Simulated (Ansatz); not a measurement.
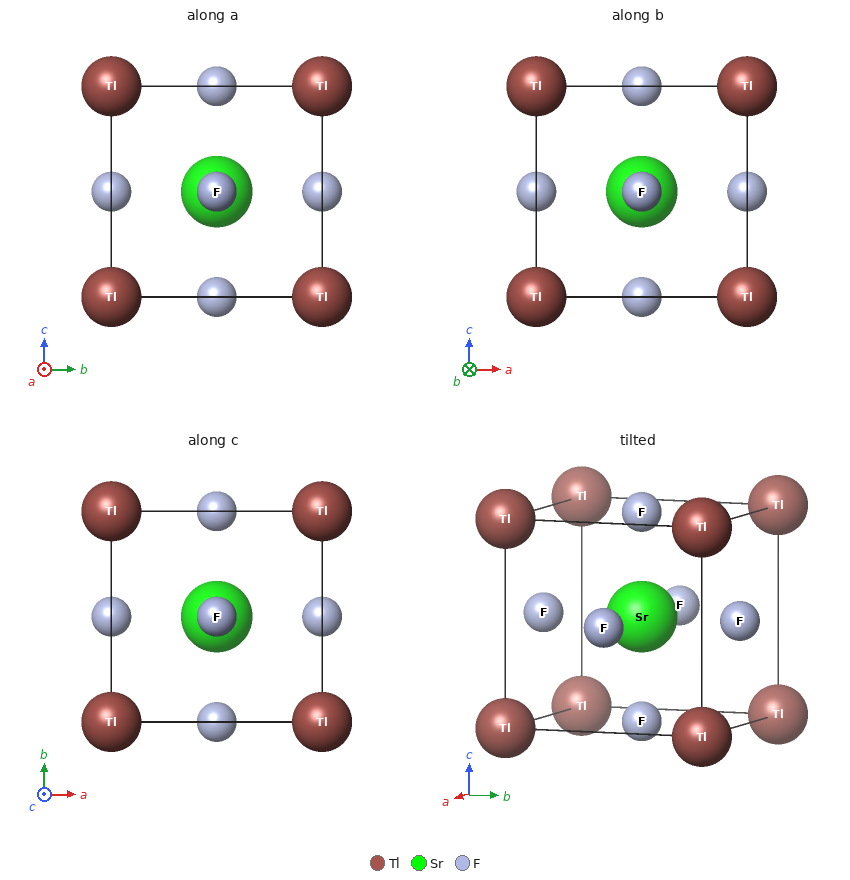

View along the a axis, along the b axis, along the c axis and slightly off an axis, drawn as a spheres-only model. Lines trace the edges of the conventional unit cell.

Lattice parameters: a = 4.6798 Å, b = 4.6798 Å, c = 4.6798 Å, α = 90.000°, β = 90.000°, γ = 90.000°.

**Reconstruct the structure as a CIF with its space group and independent sites.**

```cif
data_structure
_symmetry_space_group_name_H-M 'P m -3 m'
_symmetry_Int_Tables_number 221
_cell_length_a 4.6798
_cell_length_b 4.6798
_cell_length_c 4.6798
_cell_angle_alpha 90.000
_cell_angle_beta 90.000
_cell_angle_gamma 90.000
_cell_volume 102.49
loop_
_atom_site_label
_atom_site_type_symbol
_atom_site_symmetry_multiplicity
_atom_site_Wyckoff_symbol
_atom_site_fract_x
_atom_site_fract_y
_atom_site_fract_z
_atom_site_occupancy
Tl1 Tl 1 a 0.0000 0.0000 0.0000 1
Sr1 Sr 1 b 0.5000 0.5000 0.5000 1
F1 F 3 c 0.5000 0.5000 0.0000 1
```

The structure was taken from a structure type filled with these elements by a generator (whether the compound takes this form wasn't checked). Earlier steps of the study may have refined or changed the cell and positions. It went into a calculation with Ansatz.
